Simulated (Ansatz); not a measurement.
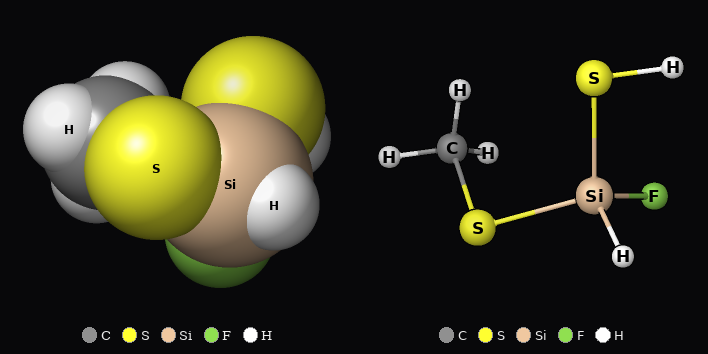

Both panels show the same species.

Computed geometry: PBE0-D4/def2-TZVP optimisation.

Question: What is the molecular formula?

Answer: CH₅FS₂Si, 10 atoms: 1 carbon, 5 hydrogen, 1 fluorine, 2 sulfur and 1 silicon.

Question: Count the bonded pairs by element.

Answer: 3 C–H, 2 S–Si, 1 C–S, 1 F–Si, 1 Si–H, 1 S–H.

Question: Describe its rings.

Answer: It has no ring.

More results for the same structure follow; atom numbers are the same in all pictures, views and colours differ.

Geometry

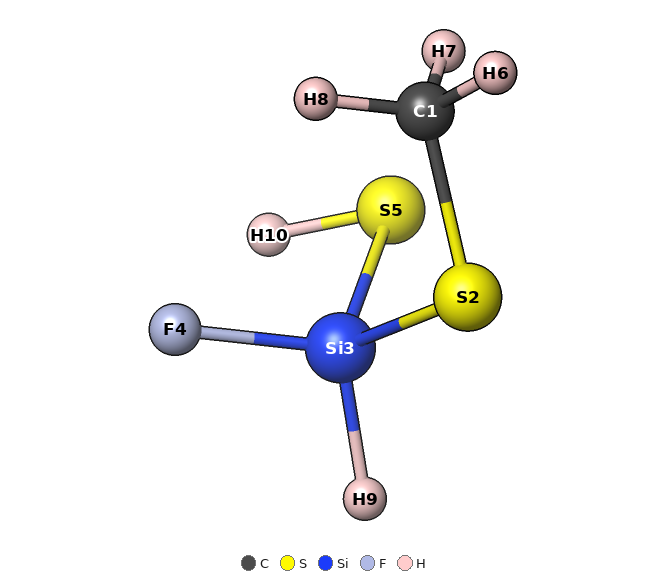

Numbered structure.

Which atoms are bonded, and how long are the bonds?

```csv
bond,length (Å),order
C1–S2,1.819,single
C1–H6,1.089,single
C1–H7,1.088,single
C1–H8,1.089,single
S2–Si3,2.100,single
Si3–F4,1.599,single
Si3–S5,2.125,single
Si3–H9,1.477,single
S5–H10,1.345,single
```

Vibrations

Harmonic vibrations computed with RKS PBE0-D4/def2-TZVP (Ansatz 0.2.0) at a stationary point of the same level.

Question: List the wavenumbers.

Answer: 24 modes: 62, 69, 132, 159, 198, 249, 331, 485, 565, 709, 722, 789, 818, 894, 976, 991, 1350, 1465, 1476, 2268, 2702, 3075, 3172, 3174 cm⁻¹.

Levels of theory compared

Program: Ansatz 0.2.0.

Compare HOMO–LUMO gap (eV), dipole (D), HOMO energy (eV) at these levels: B3LYP-D4/def2-TZVPP; PBE-D4/def2-TZVPP; r2SCAN-D4/def2-TZVPP; ωB97M-V/def2-TZVPP.

```csv
level,HOMO–LUMO gap (eV),dipole (D),HOMO energy (eV)
B3LYP-D4/def2-TZVPP,6.83,0.97,−7.19
PBE-D4/def2-TZVPP,5.14,1.03,−6.22
r2SCAN-D4/def2-TZVPP,5.71,1.06,−6.48
ωB97M-V/def2-TZVPP,11.37,0.97,−9.62
```

Charges

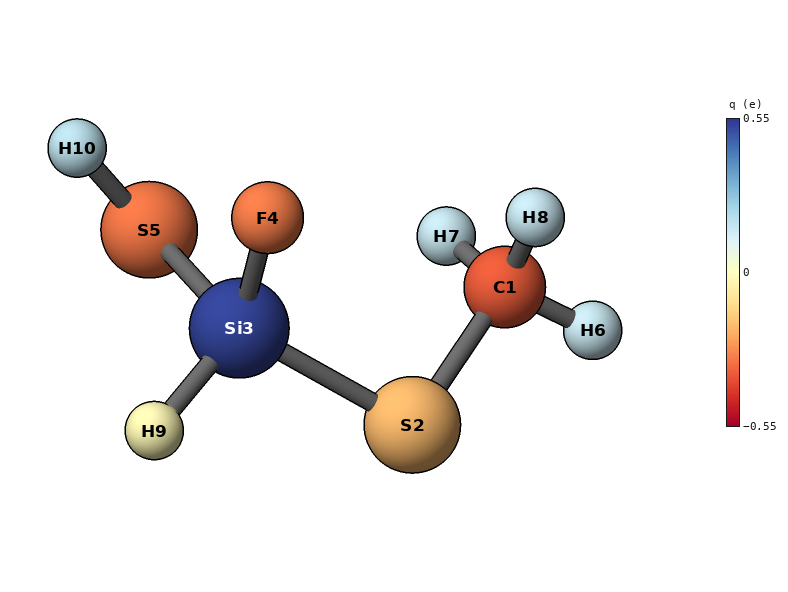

Atoms are coloured by their Mulliken charges. Level of theory: RKS PBE0-D4/def2-TZVP (Ansatz 0.2.0).

Question: Which atom carries the highest charge (most positive or least negative)?

Answer: Si3 (0.52 e).

Question: And the lowest?

Answer: C1 (−0.35 e).

Give the Mulliken charges atom by atom.

```json
{"atom": "C1", "value (e)": "−0.35"}
{"atom": "S2", "value (e)": "−0.19"}
{"atom": "Si3", "value (e)": "0.52"}
{"atom": "F4", "value (e)": "−0.30"}
{"atom": "S5", "value (e)": "−0.31"}
{"atom": "H6", "value (e)": "0.15"}
{"atom": "H7", "value (e)": "0.16"}
{"atom": "H8", "value (e)": "0.16"}
{"atom": "H9", "value (e)": "−0.02"}
{"atom": "H10", "value (e)": "0.18"}
```

Mulliken values depend strongly on the basis set and can even reverse the polarity of a bond.
